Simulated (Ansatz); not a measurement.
**Run report: AlBH4ClOF, molecular dynamics (part 3 of 3)**

Continued. System: AlBH4ClOF. Method: RKS PBE0-D4/6-31G* (Ansatz 0.2.0). It belongs to a series of runs on one base structure; here: dynamics from the highest image of the converged band.

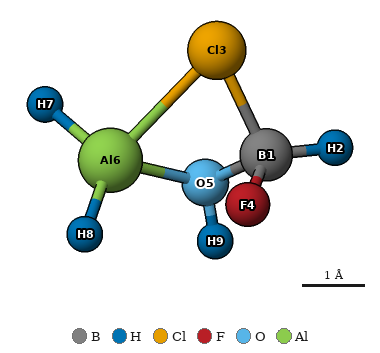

**Figure 1.** The geometry at step 118 of the log (ball-and-stick view, seen on its broad side; atoms are numbered from 1 in the order of the input).

## Trajectory as extended XYZ, continued
```
9
Properties=species:S:1:pos:R:3:forces:R:3 step=27 time_fs=13.5 energy=-24614.88890 temperature=38.5
B     0.0348   -0.2743    0.3288    0.1897   0.5337  -0.0925
H     0.2167    0.7443    0.9331    0.0868  -0.0671  -0.1279
Cl    1.1193   -0.6215   -1.1911   -0.0421   0.0311   0.1136
F    -1.2613   -0.4449   -0.2059    0.0702  -0.3442   0.3231
O     0.3343   -1.5321    1.1322   -0.4898   0.0851   0.1569
Al   -0.3480   -2.6067   -0.2789    0.3076   0.3149  -0.0378
H     0.6569   -3.5762   -0.9294    0.4128  -0.3813  -0.2378
H    -1.7852   -3.0905   -0.0021   -0.6527  -0.0936   0.1365
H    -0.1484   -1.5028    1.9800    0.1176  -0.0786  -0.2339
9
Properties=species:S:1:pos:R:3:forces:R:3 step=36 time_fs=18.0 energy=-24614.91441 temperature=66.4
B     0.0332   -0.2651    0.3282    0.1326   0.2671  -0.0050
H     0.2546    0.7382    0.9392   -0.0331   0.0220  -0.1358
Cl    1.1147   -0.6249   -1.1893   -0.0340  -0.0031   0.0817
F    -1.2636   -0.4366   -0.2088    0.2011  -0.2112   0.4380
O     0.3315   -1.5338    1.1336   -0.2007  -0.0116  -0.4361
Al   -0.3402   -2.6078   -0.2801    0.0884  -0.3586  -0.2031
H     0.7059   -3.6133   -0.9466   -0.1746   0.1074   0.1175
H    -1.8415   -3.0815    0.0120    0.1931   0.1127  -0.0530
H    -0.1252   -1.5500    1.9836   -0.1729   0.0753   0.1957
9
Properties=species:S:1:pos:R:3:forces:R:3 step=45 time_fs=22.5 energy=-24614.89349 temperature=43.6
B     0.0339   -0.2516    0.3272   -0.0164  -0.2392  -0.0964
H     0.2880    0.7399    0.9225   -0.0741   0.2516   0.0285
Cl    1.1100   -0.6283   -1.1870    0.0061  -0.0475   0.0072
F    -1.2639   -0.4303   -0.2072    0.2698  -0.0343   0.4994
O     0.3255   -1.5354    1.1315   -0.3747  -0.0084   0.0856
Al   -0.3317   -2.6110   -0.2827   -0.0626  -0.5098  -0.2073
H     0.7290   -3.6365   -0.9461   -0.3696   0.2566   0.2246
H    -1.8710   -3.0545    0.0178    0.5426   0.1363  -0.1521
H    -0.1211   -1.5846    1.9996    0.0789   0.1946  -0.3896
9
Properties=species:S:1:pos:R:3:forces:R:3 step=55 time_fs=27.5 energy=-24614.91279 temperature=64.8
B     0.0347   -0.2402    0.3249    0.0218  -0.0809   0.0835
H     0.3051    0.7797    0.9019   -0.1747  -0.2002  -0.0975
Cl    1.1049   -0.6324   -1.1846    0.0771  -0.0874  -0.1068
F    -1.2611   -0.4237   -0.1995    0.1738   0.1306   0.4647
O     0.3150   -1.5370    1.1275    0.2127   0.2544  -0.7356
Al   -0.3224   -2.6181   -0.2871    0.1892   0.2994   0.0036
H     0.6894   -3.6204   -0.9056    0.2456  -0.2990  -0.1421
H    -1.8079   -3.0006   -0.0052   -0.3465  -0.1434  -0.0155
H    -0.1226   -1.5826    1.9770   -0.3992   0.1264   0.5458
9
Properties=species:S:1:pos:R:3:forces:R:3 step=64 time_fs=32.0 energy=-24614.92438 temperature=77.7
B     0.0356   -0.2324    0.3236   -0.0870  -0.3915  -0.1099
H     0.2903    0.7912    0.8715   -0.0048   0.0303   0.1466
Cl    1.1007   -0.6366   -1.1829    0.1377  -0.1406  -0.2047
F    -1.2568   -0.4165   -0.1877   -0.0617   0.2009   0.3270
O     0.3057   -1.5356    1.1197   -0.2964   0.3937   0.6819
Al   -0.3128   -2.6230   -0.2912    0.2754   0.2968  -0.0479
H     0.6887   -3.6527   -0.8886    0.2449  -0.2547  -0.1141
H    -1.8024   -2.9756   -0.0328   -0.4536  -0.1830  -0.0184
H    -0.1636   -1.5516    1.9846    0.2454   0.0480  -0.6606
9
Properties=species:S:1:pos:R:3:forces:R:3 step=73 time_fs=36.5 energy=-24614.93058 temperature=84.6
B     0.0352   -0.2308    0.3208   -0.0031  -0.1797  -0.0528
H     0.2731    0.8018    0.8647    0.1031  -0.0462   0.1435
Cl    1.0972   -0.6415   -1.1824    0.1548  -0.1953  -0.2759
F    -1.2532   -0.4073   -0.1725   -0.3616   0.1948   0.1359
O     0.2949   -1.5294    1.1157    0.4043   0.3896  -0.3816
Al   -0.3016   -2.6262   -0.2958   -0.0716  -0.4488  -0.2712
H     0.7262   -3.7246   -0.8884   -0.2735   0.3302   0.2165
H    -1.8657   -2.9815   -0.0661    0.4637   0.0325  -0.1493
H    -0.1941   -1.5135    1.9369   -0.4162  -0.0770   0.6349
9
Properties=species:S:1:pos:R:3:forces:R:3 step=82 time_fs=41.0 energy=-24614.95068 temperature=106.8
B     0.0348   -0.2321    0.3175    0.1044   0.2206   0.2356
H     0.2742    0.8016    0.8822    0.1102  -0.2214  -0.0466
Cl    1.0946   -0.6476   -1.1834    0.1454  -0.2285  -0.3241
F    -1.2532   -0.3961   -0.1559   -0.5921   0.2336  -0.0430
O     0.2864   -1.5186    1.1118   -0.3710   0.1683   0.9676
Al   -0.2906   -2.6320   -0.3022   -0.0906  -0.3353  -0.2168
H     0.7228   -3.7446   -0.8534   -0.1182   0.2390   0.1514
H    -1.8570   -2.9845   -0.1253    0.4019   0.0648  -0.1103
H    -0.2603   -1.4894    1.9327    0.4101  -0.1410  -0.6138
9
Properties=species:S:1:pos:R:3:forces:R:3 step=91 time_fs=45.5 energy=-24614.96160 temperature=119.0
B     0.0358   -0.2307    0.3176   -0.0176  -0.0413   0.1482
H     0.2978    0.7706    0.8966    0.1535   0.2016   0.0322
Cl    1.0927   -0.6548   -1.1862    0.0782  -0.2485  -0.3238
F    -1.2591   -0.3824   -0.1396   -0.5409   0.3287  -0.0876
O     0.2760   -1.5061    1.1152    0.4235  -0.2557  -0.3490
Al   -0.2799   -2.6399   -0.3100    0.3941   0.4624  -0.0041
H     0.7048   -3.7276   -0.7928    0.4657  -0.3292  -0.1141
H    -1.7866   -2.9779   -0.2047   -0.5293  -0.0671  -0.0058
H    -0.2930   -1.4891    1.8826   -0.4272  -0.0510   0.7040
9
Properties=species:S:1:pos:R:3:forces:R:3 step=100 time_fs=50.0 energy=-24615.00347 temperature=165.1
B     0.0366   -0.2290    0.3210   -0.1303   0.2102   0.2765
H     0.3468    0.7660    0.9108   -0.0243   0.0308  -0.1738
Cl    1.0912   -0.6635   -1.1907   -0.0475  -0.3013  -0.2644
F    -1.2703   -0.3653   -0.1241   -0.2239   0.4433  -0.0167
O     0.2673   -1.4966    1.1192   -0.5845  -0.5748   0.8026
Al   -0.2666   -2.6451   -0.3181    0.5390   0.1856  -0.0883
H     0.7600   -3.7576   -0.7463    0.1645  -0.0401   0.0333
H    -1.7956   -2.9803   -0.2878   -0.2424   0.0156  -0.0229
H    -0.3522   -1.4997    1.8887    0.5494   0.0305  -0.5463
9
Properties=species:S:1:pos:R:3:forces:R:3 step=109 time_fs=54.5 energy=-24615.01359 temperature=176.5
B     0.0350   -0.2240    0.3288   -0.2845   0.1665   0.1094
H     0.3924    0.7706    0.8958   -0.1375  -0.0181  -0.1544
Cl    1.0895   -0.6738   -1.1966   -0.2101  -0.3686  -0.1631
F    -1.2838   -0.3436   -0.1087    0.1807   0.5083   0.1172
O     0.2549   -1.4937    1.1285    0.3276  -0.5702  -0.5895
Al   -0.2497   -2.6491   -0.3268    0.3432  -0.3297  -0.2418
H     0.8442   -3.7935   -0.6936   -0.3532   0.4029   0.1934
H    -1.8428   -2.9786   -0.3742    0.5952   0.1660  -0.0070
H    -0.3598   -1.5058    1.8596   -0.4614   0.0428   0.7358
9
Properties=species:S:1:pos:R:3:forces:R:3 step=118 time_fs=59.0 energy=-24615.08446 temperature=254.6
B     0.0281   -0.2168    0.3384   -0.4834  -0.2542  -0.1768
H     0.4152    0.7777    0.8557   -0.0602   0.1936   0.1057
Cl    1.0866   -0.6862   -1.2035   -0.3440  -0.4283  -0.0673
F    -1.2955   -0.3168   -0.0922    0.3854   0.5341   0.1860
O     0.2425   -1.4976    1.1357   -0.7089  -0.3172   0.5370
Al   -0.2300   -2.6549   -0.3371    0.4897   0.1203  -0.0632
H     0.8734   -3.7653   -0.6085   -0.0883   0.0415   0.0681
H    -1.7953   -2.9488   -0.4626    0.2499   0.0833  -0.0215
H    -0.3926   -1.5032    1.8928    0.5597   0.0269  -0.5680
9
Properties=species:S:1:pos:R:3:forces:R:3 step=127 time_fs=63.5 energy=-24615.11770 temperature=291.6
B     0.0134   -0.2128    0.3455   -0.1950   0.0049  -0.0343
H     0.4226    0.8086    0.8293   -0.1278  -0.2222   0.0548
Cl    1.0819   -0.7009   -1.2107   -0.4603  -0.4706   0.0296
F    -1.3036   -0.2846   -0.0739    0.2710   0.4723   0.1450
O     0.2250   -1.5052    1.1449    0.3043   0.0623  -0.8902
Al   -0.2066   -2.6597   -0.3478    0.9562   0.7233   0.1744
H     0.8901   -3.7328   -0.5098    0.3618  -0.4732  -0.0405
H    -1.7101   -2.9040   -0.5573   -0.6014  -0.0590  -0.1404
H    -0.3748   -1.4966    1.8871   -0.5087  -0.0380   0.7016
9
Properties=species:S:1:pos:R:3:forces:R:3 step=136 time_fs=68.0 energy=-24615.19917 temperature=381.3
B    -0.0051   -0.2095    0.3519    0.0017  -0.1192   0.0891
H     0.4104    0.8078    0.8173    0.0613  -0.0911   0.1677
Cl    1.0746   -0.7182   -1.2178   -0.5259  -0.4963   0.1121
F    -1.3091   -0.2475   -0.0542   -0.0807   0.3801  -0.0127
O     0.2073   -1.5121    1.1485   -0.6579   0.2897   0.3060
Al   -0.1766   -2.6600   -0.3575    0.8320   0.1377   0.0672
H     0.9572   -3.7731   -0.4164   -0.1758  -0.0172  -0.0132
H    -1.7111   -2.8666   -0.6752    0.0718   0.0056  -0.0446
H    -0.3906   -1.4975    1.9342    0.4735  -0.0894  -0.6717
9
Properties=species:S:1:pos:R:3:forces:R:3 step=145 time_fs=72.5 energy=-24615.23416 temperature=420.3
B    -0.0236   -0.2082    0.3600    0.2317  -0.1582   0.2799
H     0.4094    0.7896    0.8360    0.1999   0.0441   0.1644
Cl    1.0645   -0.7382   -1.2243   -0.5413  -0.4595   0.1775
F    -1.3154   -0.2065   -0.0346   -0.3950   0.3112  -0.1599
O     0.1850   -1.5158    1.1511    0.3336   0.2809  -1.1369
Al   -0.1407   -2.6593   -0.3667    0.5245  -0.2932  -0.0761
H     0.9955   -3.8202   -0.3270   -0.4876   0.3006  -0.0564
H    -1.7016   -2.8289   -0.8000    0.6708   0.0433   0.1488
H    -0.3700   -1.5140    1.9264   -0.5367  -0.0691   0.6587
9
Properties=species:S:1:pos:R:3:forces:R:3 step=155 time_fs=77.5 energy=-24615.34410 temperature=541.5
B    -0.0390   -0.2089    0.3756    0.3468   0.2081   0.5727
H     0.4453    0.7675    0.8854    0.0182  -0.1974  -0.1280
Cl    1.0497   -0.7633   -1.2303   -0.4540  -0.3212   0.2004
F    -1.3268   -0.1571   -0.0147   -0.3150   0.3187  -0.1658
O     0.1602   -1.5163    1.1448   -0.4908   0.0706   0.1702
Al   -0.0962   -2.6602   -0.3774    0.5806   0.1538   0.0644
H     0.9467   -3.8224   -0.2396    0.0929  -0.2253  -0.0368
H    -1.5670   -2.7797   -0.9120   -0.1023  -0.0307  -0.0254
H    -0.3927   -1.5459    1.9576    0.3235   0.0234  -0.6516
9
Properties=species:S:1:pos:R:3:forces:R:3 step=164 time_fs=82.0 energy=-24615.38600 temperature=587.9
B    -0.0474   -0.2069    0.3992   -0.1833  -0.0300   0.1766
H     0.4876    0.7207    0.9125    0.0778   0.1911  -0.0450
Cl    1.0339   -0.7878   -1.2346   -0.2747  -0.1301   0.1607
F    -1.3402   -0.1093    0.0016    0.2059   0.3039   0.0301
O     0.1346   -1.5154    1.1366    0.2344  -0.0744  -0.7999
Al   -0.0516   -2.6603   -0.3866    0.6375   0.1754   0.1101
H     0.9108   -3.8601   -0.1678    0.2877  -0.3549   0.0181
H    -1.4560   -2.7404   -1.0165   -0.5484  -0.0702  -0.1548
H    -0.3967   -1.5745    1.9289   -0.4368  -0.0107   0.5042
9
Properties=species:S:1:pos:R:3:forces:R:3 step=173 time_fs=86.5 energy=-24615.40781 temperature=611.9
B    -0.0586   -0.2044    0.4263   -0.4141   0.2646  -0.1059
H     0.5397    0.7005    0.9270   -0.1133   0.0877  -0.1173
Cl    1.0165   -0.8130   -1.2381   -0.0201   0.1013   0.0417
F    -1.3515   -0.0583    0.0183    0.6580   0.2462   0.2422
O     0.1092   -1.5158    1.1230   -0.4959  -0.3119   0.5234
Al   -0.0030   -2.6598   -0.3952    0.0160  -0.7112  -0.2510
H     0.9186   -3.9507   -0.0961   -0.1640   0.3488  -0.1024
H    -1.4268   -2.7145   -1.1392    0.2646  -0.0915   0.3025
H    -0.4410   -1.6001    1.9307    0.2688   0.0660  -0.5331
9
Properties=species:S:1:pos:R:3:forces:R:3 step=182 time_fs=91.0 energy=-24615.39503 temperature=597.8
B    -0.0766   -0.1973    0.4516   -0.2711   0.4032  -0.3019
H     0.5713    0.6972    0.9208   -0.2204  -0.0476  -0.0951
Cl    0.9991   -0.8376   -1.2413    0.2731   0.3927  -0.1440
F    -1.3565   -0.0048    0.0373    0.6701   0.1519   0.3138
O     0.0801   -1.5194    1.1121    0.0454  -0.1306  -0.1719
Al    0.0460   -2.6639   -0.4056   -0.3772  -0.9585  -0.3178
H     0.9041   -3.9854   -0.0423   -0.1067   0.4173  -0.1185
H    -1.3606   -2.7068   -1.2098    0.3388  -0.1388   0.4218
H    -0.4732   -1.6204    1.8884   -0.3520  -0.0897   0.4134
9
Properties=species:S:1:pos:R:3:forces:R:3 step=191 time_fs=95.5 energy=-24615.38549 temperature=587.2
B    -0.0996   -0.1842    0.4717   -0.0728  -0.0840  -0.3560
H     0.5684    0.6929    0.9005    0.0709   0.1880   0.1392
Cl    0.9832   -0.8600   -1.2454    0.5575   0.7076  -0.3600
F    -1.3550    0.0502    0.0593    0.1788   0.0966   0.1710
O     0.0494   -1.5248    1.1020   -0.5729  -0.0327   0.6881
Al    0.0925   -2.6745   -0.4179   -0.3150  -0.4352   0.0764
H     0.8774   -3.9530   -0.0076    0.4158  -0.2652   0.0789
H    -1.2452   -2.7261   -1.2091   -0.5022  -0.1952  -0.0360
H    -0.5374   -1.6500    1.8753    0.2398   0.0200  -0.4017
9
Properties=species:S:1:pos:R:3:forces:R:3 step=200 time_fs=100.0 energy=-24615.37813 temperature=579.0
B    -0.1229   -0.1715    0.4861    0.6548  -0.0603   0.0625
H     0.5704    0.7120    0.9003   -0.0223  -0.1734   0.0506
Cl    0.9702   -0.8786   -1.2514    0.7008   0.9438  -0.5154
F    -1.3518    0.1063    0.0830   -0.4406   0.0667  -0.0632
O     0.0139   -1.5302    1.0973   -0.0715   0.2644  -0.1091
Al    0.1366   -2.6887   -0.4297   -0.4744  -0.6099   0.3285
H     0.9211   -3.9572    0.0381    0.3873  -0.1573   0.0289
H    -1.2111   -2.7827   -1.2069   -0.4585  -0.2097  -0.0411
H    -0.5905   -1.6834    1.8297   -0.2756  -0.0644   0.2584
```

This output came from the following input.

## The input
```yaml
crystal:
  periodic: [false, false, false]
  atoms:
    - { symbol: B, position_ang: [0.057052, -0.255433, 0.309328] }
    - { symbol: H, position_ang: [0.249575, 0.77677, 0.874803] }
    - { symbol: Cl, position_ang: [1.13142, -0.61057, -1.192934] }
    - { symbol: F, position_ang: [-1.252786, -0.490797, -0.181928] }
    - { symbol: O, position_ang: [0.317533, -1.518401, 1.129235] }
    - { symbol: Al, position_ang: [-0.366179, -2.605565, -0.280641] }
    - { symbol: H, position_ang: [0.663819, -3.60078, -0.945906] }
    - { symbol: H, position_ang: [-1.851068, -3.074583, 0.01718] }
    - { symbol: H, position_ang: [-0.197869, -1.496438, 1.951266] }
basis:
  gaussian: { orbitals: "6-31G*" }
hamiltonian:
  xc: pbe0
  dispersion: d4
md:
  timestep: 0.5
  n_steps: 200
  ensemble: nve
  temperature: 100.0
  initial_velocities: maxwell_boltzmann
  seed: 10219
```

Run as:
```bash
ansatz run input.yaml --threads 2 --pin off --max-ram 3072MiB --backend cpu --events-out ev --progress --plain --runs-dir out
```

## Summary

```tsv
quantity	value
outcome	finished
mean temperature over the second half	440 K
trajectory	200 steps, 100 fs
ensemble	nve
temperature in the input	100.0 K
time step	0.5 fs
potential energy (last step)	−24615.3782 eV
mean-field energy (last step)	−24615.2046 eV
largest force (length of the vector) (last step)	1.284 eV/Å
hardware	2 threads of Arm Neoverse V2, 24 GiB of memory available, shared host
wall time	7.3 min (CPU time 14 min)
peak memory	0.19 GiB
```

## Remarks

So short a trajectory is not equilibrated.
